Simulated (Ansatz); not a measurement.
# CH5Al (SMILES [CH3][AlH2]) at 6 levels

Wanted: a comparison of 6 runs (UHF/STO-3G, UB3LYP/STO-3G, r2SCAN0/STO-3G, revPBE/STO-3G, wB97M-V/STO-3G, MP2/STO-3G) of CH5Al. 

Program for the calculation: Ansatz 0.2.0.

43 further runs of the same task are left out: 1 that didn't finish, 42 set aside as unsound or not needed.

**1. The structure to begin with**

CH5Al has 7 atoms, charge 0, and is taken as a singlet. As SMILES, `[CH3][AlH2]`. The H4–C1 distance was set to 1.646 Å, away from the relaxed value. At this shape a bond of the SMILES string is far longer than usual.

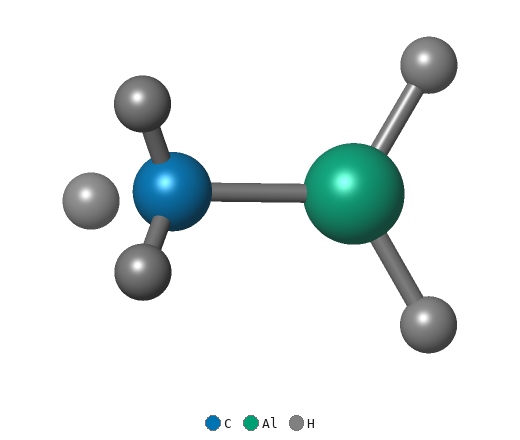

The structure, seen from a chosen angle (carbon blue, aluminium teal, hydrogen grey).

**2. A single-point energy at UHF/STO-3G (run 1)**

Contents of molecule.yaml:

```yaml
crystal:
  periodic: [false, false, false]
  atoms:
    - {symbol: C, position_ang: [-0.105527, -0.890213, 0.025876]}
    - {symbol: Al, position_ang: [0.905873, 0.583687, 0.806076]}
    - {symbol: H, position_ang: [-0.720127, -1.414213, 0.762176]}
    - {symbol: H, position_ang: [-1.134400, -0.306400, -1.118200]}
    - {symbol: H, position_ang: [0.536373, -1.620113, -0.474224]}
    - {symbol: H, position_ang: [0.358973, 1.354687, 2.084776]}
    - {symbol: H, position_ang: [2.277773, 1.056987, 0.155976]}
basis:
  gaussian:
    orbitals: STO-3G
magnetization:
  spin_polarized: true
  initial_magnetization: 0
hamiltonian:
  xc: hf
accuracy: high
```

Run with:

```
$ ansatz run molecule.yaml --threads 1 --pin off --max-ram 2610MiB --events-out events.jsonl --progress --plain --runs-dir runs
```

What it wrote:

```text
Warning: RAYON_NUM_THREADS=1 ignored (pool sized by the plan → 1); use --threads N
Functional definition: HF
  name "HF"
  exchange = exact_x
  correlation = 0
335 factors; integrals over basis functions are off by at most 2.9e-8 eV
mean field evaluation 1: about -7596.3832 eV, gradient 9.4e0 eV
mean field evaluation 2: about -7596.3998 eV, gradient 9.3e0 eV
mean field evaluation 4: about -7597.2663 eV, gradient 6.3e-1 eV
mean field evaluation 8: about -7597.2695 eV, gradient 1.8e-6 eV
mean field evaluation 16: about -7597.3422 eV, gradient 4.6e-2 eV
mean field -7597.34243003 eV, -279.1971846401 hartree, gradient 1.3e-8 eV, S^2 0.221937; 1 other end points of the search recorded, 0 dependent functions left out
reference -7597.34243003 eV, -279.1971846401 hartree; 12, 12 occupied and 7, 7 virtual orbitals, 335 factors
Total energy: -7597.34243003 eV, -279.1971846401 hartree
```

Wall time 0.16 s (1 thread of Arm Neoverse V1, shared host).

**3. A single-point energy at UB3LYP/STO-3G (run 2)**

Contents of input.yaml:

```yaml
crystal:
  periodic: [false, false, false]
  atoms:
    - symbol: C
      position_ang: [-0.105527, -0.890213, 0.025876]
    - symbol: Al
      position_ang: [0.905873, 0.583687, 0.806076]
    - symbol: H
      position_ang: [-0.720127, -1.414213, 0.762176]
    - symbol: H
      position_ang: [-1.134400, -0.306400, -1.118200]
    - symbol: H
      position_ang: [0.536373, -1.620113, -0.474224]
    - symbol: H
      position_ang: [0.358973, 1.354687, 2.084776]
    - symbol: H
      position_ang: [2.277773, 1.056987, 0.155976]
basis:
  gaussian: {orbitals: STO-3G}
accuracy: high
hamiltonian: {xc: {name: B3LYP}}
magnetization: {spin_polarized: true, initial_magnetization: 0}
```

Run with:

```
$ ansatz run input.yaml --threads 1 --pin off --max-ram 2610MiB --events-out events.jsonl --progress --plain --runs-dir runs
```

What it wrote:

```text
Warning: RAYON_NUM_THREADS=1 ignored (pool sized by the plan → 1); use --threads N
Functional definition: B3LYP
  name "B3LYP"
  parameter a0 = 0.2
  parameter ax = 0.72
  parameter ac = 0.81
  exchange = (1 - a0 - ax)*slater_x + ax*b88_x + a0*exact_x
  correlation = (1 - ac)*vwn_rpa_c + ac*lyp_c
335 factors; integrals over basis functions are off by at most 2.9e-8 eV
mean field evaluation 1: about -7619.3579 eV, gradient 1.3e1 eV
mean field evaluation 2: about -7620.0539 eV, gradient 8.9e0 eV
mean field evaluation 4: about -7620.5863 eV, gradient 2.2e-1 eV
mean field evaluation 8: about -7620.4973 eV, gradient 4.0e-3 eV
mean field evaluation 16: about -7620.4973 eV, gradient 9.4e-8 eV
mean field -7620.49733833 eV, -280.0481118251 hartree, gradient 9.4e-8 eV, S^2 0.000000; 0 other end points of the search recorded, 0 dependent functions left out
reference -7620.49736852 eV, -280.0481129346 hartree; 12, 12 occupied and 7, 7 virtual orbitals, 335 factors
Total energy: -7620.49736852 eV, -280.0481129346 hartree
```

It took 2.2 s on 1 thread of Arm Neoverse V1, shared host; peak memory 0.14 GiB.

**4. A single-point energy at r2SCAN0/STO-3G (run 3)**

Contents of input.yaml:

```yaml
crystal:
  periodic: [false, false, false]
  atoms:
    - {symbol: C, position_ang: [-0.105527, -0.890213, 0.025876]}
    - {symbol: Al, position_ang: [0.905873, 0.583687, 0.806076]}
    - {symbol: H, position_ang: [-0.720127, -1.414213, 0.762176]}
    - {symbol: H, position_ang: [-1.134400, -0.306400, -1.118200]}
    - {symbol: H, position_ang: [0.536373, -1.620113, -0.474224]}
    - {symbol: H, position_ang: [0.358973, 1.354687, 2.084776]}
    - {symbol: H, position_ang: [2.277773, 1.056987, 0.155976]}
basis:
  gaussian: {orbitals: STO-3G}
hamiltonian: {xc: {name: r2SCAN0}}
accuracy: high
```

Run with:

```
$ ansatz run input.yaml --threads 1 --pin off --max-ram 2610MiB --events-out events.jsonl --progress --plain --runs-dir runs
```

What it wrote:

```text
Warning: RAYON_NUM_THREADS=1 ignored (pool sized by the plan → 1); use --threads N
Functional definition: r2SCAN0
  name "r2SCAN0"
  parameter a = 0.25
  parameter k0 = 0.174
  parameter k1 = 0.065
  parameter a1 = 4.9479
  exchange = (1 - a)*r2scan_x(k0 = k0, k1 = k1, a1 = a1) + a*exact_x
  correlation = r2scan_c
335 factors; integrals over basis functions are off by at most 2.9e-8 eV
mean field evaluation 1: about -7617.6473 eV, gradient 1.6e1 eV
mean field evaluation 2: about -7618.3017 eV, gradient 8.6e0 eV
mean field evaluation 4: about -7618.5396 eV, gradient 2.8e-1 eV
mean field evaluation 8: about -7618.4592 eV, gradient 1.4e-3 eV
mean field evaluation 16: about -7618.4592 eV, gradient 2.8e-8 eV
mean field -7618.45918714 eV, -279.9732111502 hartree, gradient 2.8e-8 eV, S^2 0.000000; 0 other end points of the search recorded, 0 dependent functions left out
reference -7618.45918751 eV, -279.9732111640 hartree; 12, 12 occupied and 7, 7 virtual orbitals, 335 factors
Total energy: -7618.45918751 eV, -279.9732111640 hartree
```

It took 2.8 s on 1 thread of Arm Neoverse V1, shared host; peak memory 0.14 GiB.

Runs 4 to 5 aren't shown in full; the table further down has their settings and results.

**5. The energy at MP2/STO-3G (run 6)**

Contents of job.yaml:

```yaml
crystal:
  periodic: [false, false, false]
  atoms:
    - {symbol: C, position_ang: [-0.105527, -0.890213, 0.025876]}
    - {symbol: Al, position_ang: [0.905873, 0.583687, 0.806076]}
    - {symbol: H, position_ang: [-0.720127, -1.414213, 0.762176]}
    - {symbol: H, position_ang: [-1.134400, -0.306400, -1.118200]}
    - {symbol: H, position_ang: [0.536373, -1.620113, -0.474224]}
    - {symbol: H, position_ang: [0.358973, 1.354687, 2.084776]}
    - {symbol: H, position_ang: [2.277773, 1.056987, 0.155976]}
basis:
  gaussian:
    orbitals: STO-3G
correlation:
  method: mp2
  frozen_orbitals: {Al: 5, C: 1, H: 0}
accuracy: high
```

Run with:

```
$ ansatz run job.yaml --threads 1 --pin off --max-ram 2610MiB --events-out events.jsonl --progress --plain --runs-dir runs
```

What it wrote:

```text
Warning: RAYON_NUM_THREADS=1 ignored (pool sized by the plan → 1); use --threads N
[... 4 set-up lines as earlier in the session ...]
335 factors; integrals over basis functions are off by at most 2.9e-8 eV
mean field evaluation 1: about -7596.3832 eV, gradient 1.3e1 eV
mean field evaluation 2: about -7596.3998 eV, gradient 1.3e1 eV
mean field evaluation 4: about -7597.2663 eV, gradient 8.9e-1 eV
mean field evaluation 8: about -7597.2695 eV, gradient 2.5e-5 eV
mean field -7597.26947269 eV, -279.1945035070 hartree, gradient 1.2e-8 eV, S^2 0.000000; 0 other end points of the search recorded, 0 dependent functions left out; unrestricted orbitals would lower it
mean field evaluation 16: about -7597.3410 eV, gradient 1.8e-1 eV
6 core orbitals not correlated: weight in the atoms' cores, before any rotation towards them, 0.999 or more for the frozen orbitals, at most 0.000 for the correlated occupied ones
reference -7597.26947269 eV, -279.1945035070 hartree; 6, 6 occupied and 7, 7 virtual orbitals, 335 factors
second order -2.92226062 eV of doubles, -0.00000000 eV of singles
Total energy: -7600.19173330 eV, -279.3018946040 hartree
```

Wall time 0.12 s (1 thread of Arm Neoverse V1, shared host).

**6. All runs side by side**

```
run           level  frozen core orbitals  energy (Eh)  wall time
  1      UHF/STO-3G                     –  -279.197185     0.16 s
  2   UB3LYP/STO-3G                     –  -280.048113      2.2 s
  3  r2SCAN0/STO-3G                     –  -279.973211      2.8 s
  4   revPBE/STO-3G                     –  -279.975501      1.2 s
  5  wB97M-V/STO-3G                     –  -280.027464       21 s
  6      MP2/STO-3G                     6  -279.301895     0.12 s
```

**7. Outcome**

| quantity | value |
| --- | --- |
| run 6: total energy | -279.30189 Eh |
| run 6: correlation energy (6 core orbitals frozen) | -107.4 mEh |

What this shows: Totals of different functionals can't be ranked against each other. In run 6 the log says that unrestricted orbitals would lower the reference, so the values rest on an unstable closed-shell determinant (other closed-shell runs at this shape may share the fault). In runs 1, 2, 3, 4, 5, 6 the basis is minimal, so the values are rough. Spin contamination of the reference: run 1 ⟨S²⟩ = 0.22. All runs together took 28 s, the longest 21 s.
